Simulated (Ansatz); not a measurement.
**How Rh(111) screens a field**

Wanted: the response of a Rh(111) slab to a perpendicular field.

Method: plane-wave DFT, PBE, Ansatz PAW, in Ansatz 0.2.0.

### 1. The structure

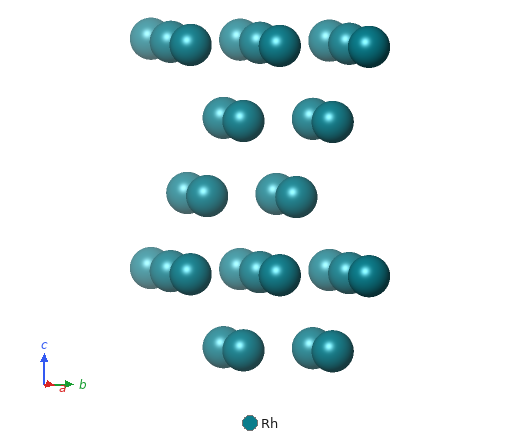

The starting structure, seen from the side, with the c axis up (rhodium blue). 2×2×1 cells are drawn. Some periodic images of atoms are drawn too.

The cell holds 5 atoms: 5 Rh. Cell: a = 2.687 Å, b = 2.687 Å, c = 26.776 Å, α = 90.0°, β = 90.0°, γ = 60.0°. Vacuum lies along c.

Coordinates:

```cif
data_structure
_symmetry_space_group_name_H-M 'P 1'
_symmetry_Int_Tables_number 1
_cell_length_a 2.6870
_cell_length_b 2.6870
_cell_length_c 26.7757
_cell_angle_alpha 90.000
_cell_angle_beta 90.000
_cell_angle_gamma 60.000
_cell_volume 167.42
loop_
_atom_site_label
_atom_site_type_symbol
_atom_site_fract_x
_atom_site_fract_y
_atom_site_fract_z
_atom_site_occupancy
Rh1 Rh 0.66667 0.66667 0.33613 1
Rh2 Rh 0.00000 0.00000 0.41806 1
Rh3 Rh 0.33333 0.33333 0.50000 1
Rh4 Rh 0.66667 0.66667 0.58194 1
Rh5 Rh 0.00000 0.00000 0.66387 1
```

### 2. Atoms held, field 0

A sawtooth potential applies the field, turning back in the middle of the vacuum. With the dipole correction the typed value is the field outside the slab. The induced dipole is small, so the SCF threshold is tight.

File input.yaml:

```yaml
crystal:
  lattice:
    - [2.6870057685, 0.0, 0.0]
    - [1.3435028843, 2.3270152556, 0.0]
    - [0.0, 0.0, 26.7757240917]
  atoms:
    - { symbol: Rh, position: [0.6666666667, 0.6666666667, 0.3361253638] }
    - { symbol: Rh, position: [0.0, 0.0, 0.4180626819] }
    - { symbol: Rh, position: [0.3333333333, 0.3333333333, 0.5] }
    - { symbol: Rh, position: [0.6666666667, 0.6666666667, 0.5819373181] }
    - { symbol: Rh, position: [0.0, 0.0, 0.6638746362] }
kpoints:
  mp_grid: { grid: [24, 24, 1] }
hamiltonian:
  xc: pbe
scf:
  occupations: { method: fermi_dirac, width: 0.1 }
  convergence: { dr2_threshold: 1.0e-10 }
efield:
  axis: 3
  dipole_correction: true
  ramp_position: 0.97
  ramp_width: 0.06
  amplitude: 0
output:
  forces: true
  write_potential: true
  write_density: true
  volumetric_format: npy
```

On the command line:

```console
ansatz run input.yaml --threads 4 --pin off --max-ram 6144MiB --backend cpu --events-out ev --progress --plain --runs-dir out
```

Numbers of over 12 decimals in the logs are rounded to 6 here.

The program printed:

```text
Engine: ansatz 0.2.0, aarch64-unknown-linux-gnu
Pseudopotentials: kind: paw
Pseudopotential: Rh, paw, valence charge 17, recommended cutoff 420 eV (normal), Rh.paw.azcp
Functional definition: PBE
  parameter kappa = 0.804
  parameter beta = 0.066725
  exchange = pbe_x(kappa = kappa, mu = beta*pi^2/3)
  correlation = pbe_c(beta = beta)
Crystal: 5 atoms, lattice volume = 167.421 Å³
Basis set: ecut = 420 eV, 3323 PW (Γ), exchange–correlation on 36×36×360 points (8 copies of the dense FFT grid, shifted against one another)
Bands: 51, of which v1, the nominal top of the filled ones, is band 43 counted from 1 (42 counted from 0)
Symmetry: 6 space group operations
k-points: 61 of 576 (time reversal used)
Non-local potential: Rh, projectors of the file, l = 0: 3, l = 1: 2, l = 2: 2, l = 3: 1
PAW form: soft (Blöchl's): semilocal exchange-correlation on the pseudo side does not see the compensation charge
PAW one-centre angular grid: Rh, 590 points (default); XC on 64 Gauss nodes
Initial density: superposition of atomic densities (neutral atoms: chi_scale 0, normalization atom), corrected by the library's trained network
Initial wavefunctions: pseudopotential atomic-orbital guess
Functional: x = pbe(κ = 0.804, μ = 0.219515), c = pbe(β = 0.066725)
SCF iter   1: F=—  HF=-32012.966633 eV  |F-HF|=—  |Δ(HF+E_count)|=         —  Δρ=4.70e-3  dr2=4.88e-2  ethr=1.77e-3  p=0.000 e·Å  D=9.41e-14 V/Å  ΔV_dip=-0.00 eV  dr2_dipole=1.49e-6  V_vac-E_F(+/−)=5.01/5.01 eV  ⟨swp⟩=8.6  Hψ=14527  notcnv=0  defer=10
efield: sawtooth ramp at fractional position 0.9700 (set: `efield.ramp_position`, or a place that a band, a saddle search or an elastic batch's reference lends), width 0.0600; the density the first Hamiltonian is built on has a dipole p = 0.000 e·Å; the dipole correction subtracts the counter field D = 9.41e-14 V/Å, which shifts the + side's vacuum level by -0.00 eV against the − side's; the planar-averaged density in the ramp window peaks in size at 5.2e-6 e/Å³
preconditioner: auto → LDOS  [metal: Δε(μ)=0.008 eV  Ē_g=5.595 eV  σ=0.100 eV  W_gap=0.02  n_scr=20 (ndim 8)  ℏωp=19.3 eV  f_vac=0.544  D(μ)=7.80/eV (n_scr^D=78)  β→1.0]
SCF iter   2: F=—  HF=-32012.965573 eV  |F-HF|=—  |Δ(HF+E_count)|=   1.06e-3  Δρ=2.25e-3  dr2=5.52e-3  ethr=5.74e-5  p=0.000 e·Å  D=2.58e-5 V/Å  ΔV_dip=-0.00 eV  dr2_dipole=1.81e-6  V_vac-E_F(+/−)=5.18/5.18 eV  ⟨swp⟩=2.2  Hψ=5535  notcnv=0  defer=23
SCF iter   3: F=—  HF=-32012.964813 eV  |F-HF|=—  |Δ(HF+E_count)|=   7.60e-4  Δρ=7.86e-4  dr2=2.28e-3  ethr=6.50e-6  p=0.000 e·Å  D=1.31e-6 V/Å  ΔV_dip=-0.00 eV  dr2_dipole=1.40e-7  V_vac-E_F(+/−)=5.17/5.17 eV  ⟨swp⟩=2.4  Hψ=5504  notcnv=0  defer=23
SCF iter   4: F=—  HF=-32012.964613 eV  |F-HF|=—  |Δ(HF+E_count)|=   2.00e-4  Δρ=2.67e-4  dr2=3.66e-4  ethr=2.69e-6  p=0.000 e·Å  D=3.10e-6 V/Å  ΔV_dip=-0.00 eV  dr2_dipole=1.79e-8  V_vac-E_F(+/−)=5.18/5.18 eV  ⟨swp⟩=2.2  Hψ=4450  notcnv=0  defer=23
SCF iter   5: F=—  HF=-32012.964627 eV  |F-HF|=—  |Δ(HF+E_count)|=   1.42e-5  Δρ=1.44e-4  dr2=8.38e-5  ethr=4.31e-7  p=0.000 e·Å  D=7.83e-7 V/Å  ΔV_dip=-0.00 eV  dr2_dipole=3.24e-10  V_vac-E_F(+/−)=5.17/5.17 eV  ⟨swp⟩=2.3  Hψ=4639  notcnv=0  defer=23
SCF iter   6: F=—  HF=-32012.964606 eV  |F-HF|=—  |Δ(HF+E_count)|=   2.09e-5  Δρ=2.85e-5  dr2=2.15e-6  ethr=9.86e-8  p=-0.000 e·Å  D=-6.58e-8 V/Å  ΔV_dip=0.00 eV  dr2_dipole=2.70e-9  V_vac-E_F(+/−)=5.18/5.18 eV  ⟨swp⟩=2.1  Hψ=4513  notcnv=0  defer=23
SCF iter   7: F=—  HF=-32012.964612 eV  |F-HF|=—  |Δ(HF+E_count)|=   6.01e-6  Δρ=9.95e-6  dr2=9.39e-8  ethr=2.52e-9  p=0.000 e·Å  D=5.65e-8 V/Å  ΔV_dip=-0.00 eV  dr2_dipole=5.49e-10  V_vac-E_F(+/−)=5.17/5.17 eV  ⟨swp⟩=2.8  Hψ=5724  notcnv=0  defer=23
SCF iter   8: F=—  HF=-32012.964613 eV  |F-HF|=—  |Δ(HF+E_count)|=   5.52e-7  Δρ=2.73e-6  dr2=8.67e-9  ethr=1.11e-10  p=0.000 e·Å  D=6.97e-8 V/Å  ΔV_dip=-0.00 eV  dr2_dipole=6.70e-12  V_vac-E_F(+/−)=5.17/5.17 eV  ⟨swp⟩=2.9  Hψ=5839  notcnv=0  defer=23
SCF iter   9: F=—  HF=-32012.964613 eV  |F-HF|=—  |Δ(HF+E_count)|=   5.84e-8  Δρ=5.95e-7  dr2=7.91e-10  ethr=1.02e-11  p=0.000 e·Å  D=3.81e-8 V/Å  ΔV_dip=-0.00 eV  dr2_dipole=7.49e-14  V_vac-E_F(+/−)=5.17/5.17 eV  ⟨swp⟩=2.9  Hψ=6464  notcnv=0  defer=23
SCF iter  10: F=-32012.964613 eV  HF=-32012.964613 eV  |F-HF|=2.14e-9  |Δ(HF+E_count)|=   1.44e-9  Δρ=2.11e-7  dr2=7.22e-11  ethr=1.00e-12  p=0.000 e·Å  D=1.26e-8 V/Å  ΔV_dip=-0.00 eV  dr2_dipole=1.45e-13  V_vac-E_F(+/−)=5.17/5.17 eV  ⟨swp⟩=13.5  Hψ=20541  notcnv=0
SCF 1 converged in 10 iterations: F = -32012.964613 eV  dr2 = 7.22e-11
  greatest PAW one-centre occupation: 1.000 electrons in one spin orbital (limit 2), on the Rh atom at site 2 (counted from 0), in its partial waves of l = 0
WARN: The output density's exchange-correlation potential varies sharply where the density is thin. Do not read a vacuum level from v_tot or v_xc, or from such a field of the output density. On a cell that repeats whose density bears no net charge and no dipole along the vacuum's axis use v_es (v_loc + v_h of the components); under efield.dipole_correction with no amplitude use v_es + v_field, which holds any externa [...]
SCF converged after 10 iterations
Free energy (F): -32012.964613 eV
Harris-Foulkes:  -32012.964613 eV  (|F-HF|=2.14e-9)
Internal energy: -32012.705758 eV  (E = F + TS)
E sigma→0 (E₀):  -32012.835186 eV
Entropy (-TS):   -0.258855 eV (-51.771 meV/atom)
Fermi energy:    6.149301 eV
Dipole field:    D = -0.000001 V/Å  (p = -0.000001 e·Å, saw-weighted, corrected)
Work function:   Φ+ = 5.1739 eV   Φ− = 5.1739 eV
Levels:          The Fermi level and band energies are counted from a zero that moves with the ramp; work functions are not
--- Per-component energies (eV) ---
  E_band       = -1788.099896
  E_kinetic    = 2863.653630
  E_local      = -173547.123369  (includes V_loc(G=0)·N_el)
  E_nonlocal   = 1775.886427
  E_hartree    = 84932.873807
  E_xc         = -1106.951230
  E_vxc        = -1389.278006  (∫ρ·V_xc dr)
  E_paw        = -17935.518557  (= ΣΔE_a)
  E_vpaw       = -1356.988442  (= ΣTr[D̂ρ^β])
  E_aug_tail   = 0.004256  (compensation charges beyond the density's cutoff)
  E_efield     = 0.000000  (sawtooth field / dipole correction)
  E_vefield    = 0.000000  (∫n·V_field dr)
  E_ewald      = 71004.469277
  E_smearing   = -0.258855  (= −TS)
  E_closure    = -0.000000  (closes the sum)
  Σ components = -32012.964613   (vs F -32012.964613, Δ=0.00e0)
--- Forces (eV/Å), atoms counted from 1 ---
  atom   1  Rh     0.00000000    -0.00000000     0.05433408
  atom   2  Rh    -0.00000000     0.00000000    -0.23685912
  atom   3  Rh     0.00000000     0.00000000     0.00000011
  atom   4  Rh     0.00000000    -0.00000000     0.23685891
  atom   5  Rh    -0.00000000     0.00000000    -0.05433383
  max |Σ_I F_I| component: 1.47e-7 eV/Å
--- Band table (eV; the first three rows and the last of 61) ---
  k-point 0: bands = [... 39 lower, 5.1304, 5.1304, 5.2639, 5.2639, 5.7177, 5.7177, 6.3168, 6.3168, ... 4 higher]
  k-point 1: bands = [... 39 lower, 5.0640, 5.0661, 5.2929, 5.3103, 5.7189, 5.8006, 5.9549, 6.2769, ... 4 higher]
  k-point 2: bands = [... 39 lower, 4.9408, 4.9530, 5.3131, 5.3202, 5.4883, 5.6929, 5.7233, 6.3215, ... 4 higher]
  k-point 60: bands = [... 39 lower, 5.1834, 6.0943, 6.0943, 6.3833, 6.4715, 6.4715, 13.0397, 13.0397, ... 4 higher]
```

Run time: 18 s. Hardware: 4 threads of Arm Neoverse V1, shared host; peak memory 0.67 GiB.

Reading the cycles: dr2 is the Hartree energy of the density residual (eV), the measure of convergence; HF is the Harris–Foulkes estimate of the energy, which meets the free energy F at convergence.

This step gave:

| Item | Value |
| --- | --- |
| energy at zero smearing | -32012.8352 eV |
| work function, upper face | 5.174 eV |
| dipole along the normal | -5.06e-7 e·Å |

Running mean over 2.194 Å of the planar mean; the ramp of the sawtooth is left out. The electron's electrostatic potential energy less the Fermi level by z:

```csv
z (Å),electron's electrostatic potential energy less the Fermi level (eV)
4,5.17
6,5.10
8,-5.56
10,-13.0
12,-13.2
14,-13.2
16,-13.2
18,-12.3
20,4.63
22,5.17
```

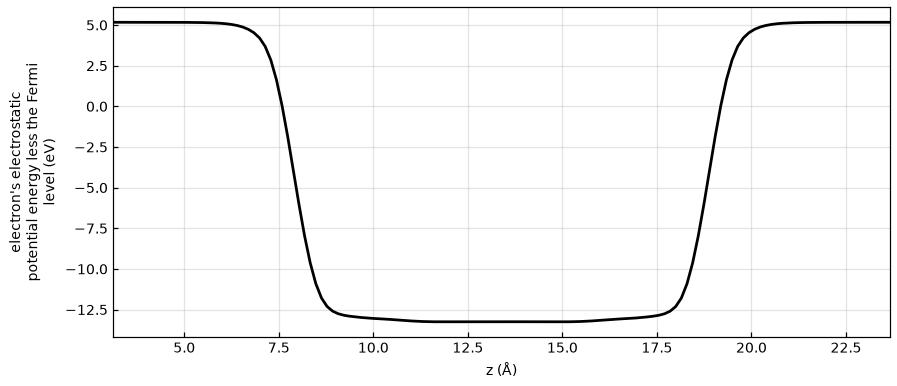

Electron's electrostatic potential energy less the Fermi level, plotted against z.

Force by atom:

```csv
atom,x (eV/Å),y (eV/Å),z (eV/Å),size
Rh1,0.000,0.000,0.054,0.054
Rh2,0.000,0.000,-0.237,0.237
Rh3,0.000,0.000,0.000,0.000
Rh4,0.000,0.000,0.237,0.237
Rh5,0.000,0.000,-0.054,0.054
```

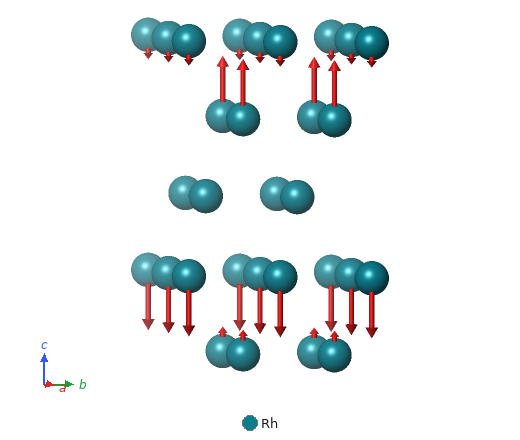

Force as arrows, the longest 0.237 eV/Å. 2×2×1 cells are drawn. Some periodic images of atoms are drawn too.

The work function of the upper face is 5.17 eV.

### 3. Atoms held, field 0.05 V/Å

Changes to input.yaml since step 2:

```diff
@@ -23,3 +23,3 @@
   ramp_width: 0.06
-  amplitude: 0
+  amplitude: 0.05
 output:
```

The program printed:

```text
[...]
Crystal: 5 atoms, lattice volume = 167.421 Å³
Basis set: ecut = 420 eV, 3323 PW (Γ), exchange–correlation on 36×36×360 points (8 copies of the dense FFT grid, shifted against one another)
Bands: 51, of which v1, the nominal top of the filled ones, is band 43 counted from 1 (42 counted from 0)
Symmetry: 6 space group operations
k-points: 61 of 576 (time reversal used)
[...]
k-point 0: bands = [... 39 lower, 5.1303, 5.1303, 5.2638, 5.2638, 5.7176, 5.7176, 6.3167, 6.3167, ... 12 higher]
  k-point 1: bands = [... 39 lower, 5.0639, 5.0660, 5.2927, 5.3102, 5.7188, 5.8005, 5.9547, 6.2768, ... 12 higher]
  k-point 2: bands = [... 39 lower, 4.9407, 4.9529, 5.3130, 5.3201, 5.4881, 5.6928, 5.7232, 6.3214, ... 12 higher]
  k-point 60: bands = [... 39 lower, 5.1833, 6.0937, 6.0946, 6.3831, 6.4712, 6.4715, 13.0395, 13.0396, ... 12 higher]
[key lines of the parts left out:]
SCF converged after 13 iterations
Free energy (F): -32012.965136 eV
Fermi energy:    6.149186 eV
Dipole field:    D = 0.022628 V/Å  (p = 0.020936 e·Å, saw-weighted, corrected)
```

Run time: 28 s. Hardware: 4 threads; peak memory 0.74 GiB.

The dipole is 0.0209 e·Å.

### 4. Atoms held, field -0.05 V/Å

Changes to input.yaml since step 3:

```diff
@@ -23,3 +23,3 @@
   ramp_width: 0.06
-  amplitude: 0.05
+  amplitude: -0.05
 output:
```

The program printed:

```text
[...]
Crystal: 5 atoms, lattice volume = 167.421 Å³
Basis set: ecut = 420 eV, 3323 PW (Γ), exchange–correlation on 36×36×360 points (8 copies of the dense FFT grid, shifted against one another)
Bands: 51, of which v1, the nominal top of the filled ones, is band 43 counted from 1 (42 counted from 0)
Symmetry: 6 space group operations
k-points: 61 of 576 (time reversal used)
[...]
k-point 0: bands = [... 39 lower, 5.1303, 5.1303, 5.2638, 5.2638, 5.7176, 5.7176, 6.3167, 6.3167, ... 12 higher]
  k-point 1: bands = [... 39 lower, 5.0639, 5.0660, 5.2927, 5.3102, 5.7188, 5.8005, 5.9547, 6.2768, ... 12 higher]
  k-point 2: bands = [... 39 lower, 4.9407, 4.9529, 5.3130, 5.3201, 5.4881, 5.6928, 5.7232, 6.3214, ... 12 higher]
  k-point 60: bands = [... 39 lower, 5.1833, 6.0937, 6.0946, 6.3831, 6.4712, 6.4715, 13.0395, 13.0396, ... 12 higher]
[key lines of the parts left out:]
SCF converged after 13 iterations
Free energy (F): -32012.965136 eV
Fermi energy:    6.149186 eV
Dipole field:    D = -0.022628 V/Å  (p = -0.020936 e·Å, saw-weighted, corrected)
```

Run time: 28 s. Hardware: 4 threads; peak memory 0.73 GiB.

The dipole is -0.0209 e·Å.

### 5. Atoms held, field 0.1 V/Å

Changes to input.yaml since step 4:

```diff
@@ -23,3 +23,3 @@
   ramp_width: 0.06
-  amplitude: -0.05
+  amplitude: 0.1
 output:
```

The program printed:

```text
[...]
Crystal: 5 atoms, lattice volume = 167.421 Å³
Basis set: ecut = 420 eV, 3323 PW (Γ), exchange–correlation on 36×36×360 points (8 copies of the dense FFT grid, shifted against one another)
Bands: 51, of which v1, the nominal top of the filled ones, is band 43 counted from 1 (42 counted from 0)
Symmetry: 6 space group operations
k-points: 61 of 576 (time reversal used)
[...]
k-point 0: bands = [... 39 lower, 5.1299, 5.1299, 5.2634, 5.2634, 5.7172, 5.7172, 6.3163, 6.3163, ... 12 higher]
  k-point 1: bands = [... 39 lower, 5.0635, 5.0656, 5.2924, 5.3098, 5.7184, 5.8000, 5.9542, 6.2764, ... 12 higher]
  k-point 2: bands = [... 39 lower, 4.9403, 4.9525, 5.3126, 5.3197, 5.4875, 5.6925, 5.7228, 6.3210, ... 12 higher]
  k-point 60: bands = [... 39 lower, 5.1829, 6.0929, 6.0947, 6.3828, 6.4706, 6.4713, 13.0391, 13.0393, ... 12 higher]
[key lines of the parts left out:]
SCF converged after 13 iterations
Free energy (F): -32012.966707 eV
Fermi energy:    6.148803 eV
Dipole field:    D = 0.045257 V/Å  (p = 0.041873 e·Å, saw-weighted, corrected)
```

Elapsed: 28 s, on 4 threads; peak memory 0.74 GiB; 1.9 min of CPU time.

The dipole is 0.0419 e·Å.

### 6. Atoms held, field -0.1 V/Å

Changes to input.yaml since step 5:

```diff
@@ -23,3 +23,3 @@
   ramp_width: 0.06
-  amplitude: 0.1
+  amplitude: -0.1
 output:
```

The program printed:

```text
[...]
Crystal: 5 atoms, lattice volume = 167.421 Å³
Basis set: ecut = 420 eV, 3323 PW (Γ), exchange–correlation on 36×36×360 points (8 copies of the dense FFT grid, shifted against one another)
Bands: 51, of which v1, the nominal top of the filled ones, is band 43 counted from 1 (42 counted from 0)
Symmetry: 6 space group operations
k-points: 61 of 576 (time reversal used)
[...]
k-point 0: bands = [... 39 lower, 5.1299, 5.1299, 5.2634, 5.2634, 5.7172, 5.7172, 6.3163, 6.3163, ... 12 higher]
  k-point 1: bands = [... 39 lower, 5.0635, 5.0656, 5.2924, 5.3098, 5.7184, 5.8000, 5.9542, 6.2764, ... 12 higher]
  k-point 2: bands = [... 39 lower, 4.9403, 4.9525, 5.3126, 5.3197, 5.4875, 5.6925, 5.7228, 6.3210, ... 12 higher]
  k-point 60: bands = [... 39 lower, 5.1829, 6.0929, 6.0947, 6.3828, 6.4706, 6.4713, 13.0391, 13.0393, ... 12 higher]
[key lines of the parts left out:]
SCF converged after 13 iterations
Free energy (F): -32012.966707 eV
Fermi energy:    6.148803 eV
Dipole field:    D = -0.045257 V/Å  (p = -0.041873 e·Å, saw-weighted, corrected)
```

It took 28 s on 4 threads; peak memory 0.73 GiB.

The dipole is -0.0419 e·Å.

### 7. Atoms held, field 0.2 V/Å

Changes to input.yaml since step 6:

```diff
@@ -23,3 +23,3 @@
   ramp_width: 0.06
-  amplitude: -0.1
+  amplitude: 0.2
 output:
```

The program printed:

```text
[...]
Crystal: 5 atoms, lattice volume = 167.421 Å³
Basis set: ecut = 420 eV, 3323 PW (Γ), exchange–correlation on 36×36×360 points (8 copies of the dense FFT grid, shifted against one another)
Bands: 51, of which v1, the nominal top of the filled ones, is band 43 counted from 1 (42 counted from 0)
Symmetry: 6 space group operations
k-points: 61 of 576 (time reversal used)
[...]
k-point 0: bands = [... 39 lower, 5.1284, 5.1284, 5.2619, 5.2619, 5.7156, 5.7156, 6.3147, 6.3147, ... 12 higher]
  k-point 1: bands = [... 39 lower, 5.0619, 5.0641, 5.2908, 5.3083, 5.7169, 5.7983, 5.9521, 6.2749, ... 12 higher]
  k-point 2: bands = [... 39 lower, 4.9387, 4.9510, 5.3111, 5.3181, 5.4853, 5.6914, 5.7212, 6.3195, ... 12 higher]
  k-point 60: bands = [... 39 lower, 5.1814, 6.0905, 6.0940, 6.3812, 6.4687, 6.4701, 13.0374, 13.0379, ... 12 higher]
[key lines of the parts left out:]
SCF converged after 13 iterations
Free energy (F): -32012.972988 eV
Fermi energy:    6.147267 eV
Dipole field:    D = 0.090525 V/Å  (p = 0.083756 e·Å, saw-weighted, corrected)
```

It took 28 s on 4 threads; peak memory 0.73 GiB; 1.9 min of CPU time.

The dipole is 0.0838 e·Å.

### 8. Atoms held, field -0.2 V/Å

Changes to input.yaml since step 7:

```diff
@@ -23,3 +23,3 @@
   ramp_width: 0.06
-  amplitude: 0.2
+  amplitude: -0.2
 output:
```

The program printed:

```text
[...]
Crystal: 5 atoms, lattice volume = 167.421 Å³
Basis set: ecut = 420 eV, 3323 PW (Γ), exchange–correlation on 36×36×360 points (8 copies of the dense FFT grid, shifted against one another)
Bands: 51, of which v1, the nominal top of the filled ones, is band 43 counted from 1 (42 counted from 0)
Symmetry: 6 space group operations
k-points: 61 of 576 (time reversal used)
[...]
k-point 0: bands = [... 39 lower, 5.1284, 5.1284, 5.2619, 5.2619, 5.7156, 5.7156, 6.3147, 6.3147, ... 12 higher]
  k-point 1: bands = [... 39 lower, 5.0619, 5.0641, 5.2908, 5.3083, 5.7169, 5.7983, 5.9521, 6.2749, ... 12 higher]
  k-point 2: bands = [... 39 lower, 4.9387, 4.9510, 5.3111, 5.3181, 5.4853, 5.6914, 5.7212, 6.3195, ... 12 higher]
  k-point 60: bands = [... 39 lower, 5.1814, 6.0905, 6.0940, 6.3812, 6.4687, 6.4701, 13.0374, 13.0379, ... 12 higher]
[key lines of the parts left out:]
SCF converged after 13 iterations
Free energy (F): -32012.972988 eV
Fermi energy:    6.147267 eV
Dipole field:    D = -0.090526 V/Å  (p = -0.083757 e·Å, saw-weighted, corrected)
```

Wall time 28 s (4 threads); peak memory 0.74 GiB.

The dipole is -0.0838 e·Å.

(Continued in part 2 of 2.)

[Logs are printed without paths, hosts, clocks, repeated set-up lines and the standing remarks that a program may print on its own settings, such as how far it seeks lower states.]

[Hosts, paths, dates, database ids (printed as entryN), source tags and the programs' standing remarks are cut or masked in the printed files.]

[Maps of the electrostatic potential energy from Ansatz leave out the sawtooth potential of an applied field or a dipole correction, so their vacuum need not be flat; planar profiles and work functions include it.]
